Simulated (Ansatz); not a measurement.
Pressure series in MgO

Take MgO (space group R-3m, No. 166; a cell from a computed database, its experimental status unchecked) as the base.

```yaml
crystal:
  lattice:
    - [1.48389, 0.85673, 19.79202]
    - [-1.48389, 0.85673, 19.79202]
    - [0.00000, -1.71345, 19.79202]
  atoms:
    - { symbol: Mg, position: [0.37563, 0.37563, 0.37563] }
    - { symbol: Mg, position: [0.62437, 0.62437, 0.62437] }
    - { symbol: Mg, position: [0.79230, 0.79230, 0.79230] }
    - { symbol: Mg, position: [0.20770, 0.20770, 0.20770] }
    - { symbol: Mg, position: [0.91540, 0.91540, 0.91540] }
    - { symbol: Mg, position: [0.08460, 0.08460, 0.08460] }
    - { symbol: Mg, position: [0.50000, 0.50000, 0.50000] }
    - { symbol: Mg, position: [0.00000, 0.00000, 0.00000] }
    - { symbol: O, position: [0.14615, 0.14615, 0.14615] }
    - { symbol: O, position: [0.85385, 0.85385, 0.85385] }
    - { symbol: O, position: [0.43845, 0.43845, 0.43845] }
    - { symbol: O, position: [0.56155, 0.56155, 0.56155] }
    - { symbol: O, position: [0.31287, 0.31287, 0.31287] }
    - { symbol: O, position: [0.68713, 0.68713, 0.68713] }
    - { symbol: O, position: [0.26919, 0.26919, 0.26919] }
    - { symbol: O, position: [0.73081, 0.73081, 0.73081] }
```

Cell and atoms are relaxed at each pressure.

Calculations: DFT with PBEsol, PAW potentials and a 420 eV plane-wave cutoff in Ansatz (a program for electronic structure), scalar-relativistic without spin-orbit coupling.

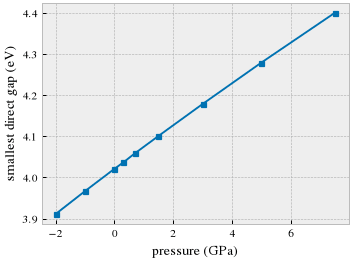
Fig. 1. Smallest direct gap against pressure

```
pressure (GPa)  smallest direct gap
--------------  -------------------
-2                          3.91 eV
-1                          3.97 eV
0.3                         4.04 eV
0.7                         4.06 eV
1.5                         4.10 eV
3                           4.18 eV
5                           4.28 eV
7.5                         4.40 eV
```

Load acts through the strain it causes; cell and atoms are relaxed under it. No phonon test of stability was made. No other phases were tried under pressure. This is not the structure that MgO has at room temperature and ambient pressure.
